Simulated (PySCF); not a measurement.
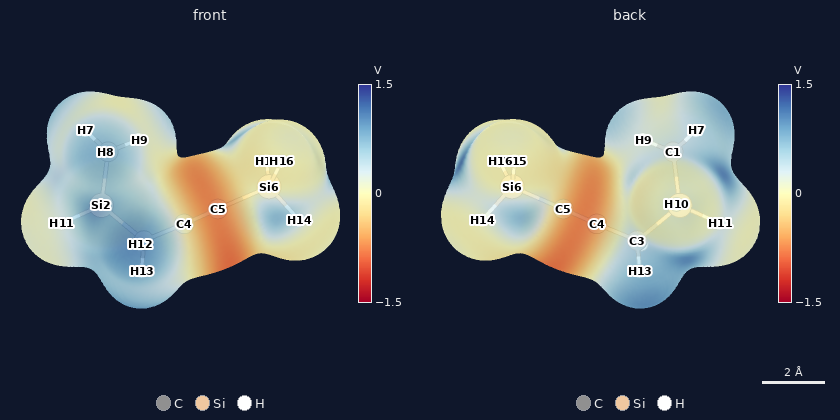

Figure. C$_{4}$H$_{10}$Si$_{2}$ (SMILES C[SiH2]CC#C[SiH3]). The electrostatic potential painted on the density surface at 0.002 e/bohr³, seen from the front and from behind; the colour scale runs from red (negative) to blue (positive).

Geometry: GFN2-xTB.

Method: PBE0/def2-SVPD, SCF density, gas phase in PySCF.

```yaml
atoms:
  - { symbol: C, position_ang: [-2.2008, 0.5130, 0.7071] }
  - { symbol: Si, position_ang: [-1.8597, -0.2474, -0.9949] }
  - { symbol: C, position_ang: [-0.3297, -1.3966, -0.8550] }
  - { symbol: C, position_ang: [0.8120, -0.6856, -0.3398] }
  - { symbol: C, position_ang: [1.7477, -0.0640, 0.1014] }
  - { symbol: Si, position_ang: [3.1830, 0.8662, 0.7777] }
  - { symbol: H, position_ang: [-3.0451, 1.1950, 0.6737] }
  - { symbol: H, position_ang: [-2.4232, -0.2487, 1.4494] }
  - { symbol: H, position_ang: [-1.3362, 1.0696, 1.0583] }
  - { symbol: H, position_ang: [-1.5859, 0.7989, -1.9863] }
  - { symbol: H, position_ang: [-2.9916, -1.0731, -1.4417] }
  - { symbol: H, position_ang: [-0.5530, -2.2366, -0.1923] }
  - { symbol: H, position_ang: [-0.0827, -1.8107, -1.8349] }
  - { symbol: H, position_ang: [4.4215, 0.3410, 0.1938] }
  - { symbol: H, position_ang: [3.0311, 2.2857, 0.4365] }
  - { symbol: H, position_ang: [3.2050, 0.7022, 2.2357] }
```

**Describe the electrostatic potential map.**

The most negative region (about −0.8 V, or −18 kcal/mol for a unit charge) lies over C4 and C5, the most positive (about +1.1 V, or +25 kcal/mol for a unit charge) over Si2, Si6 and H12.

**How polar is the molecule by this calculation?**

Its dipole moment is 1.25 D.
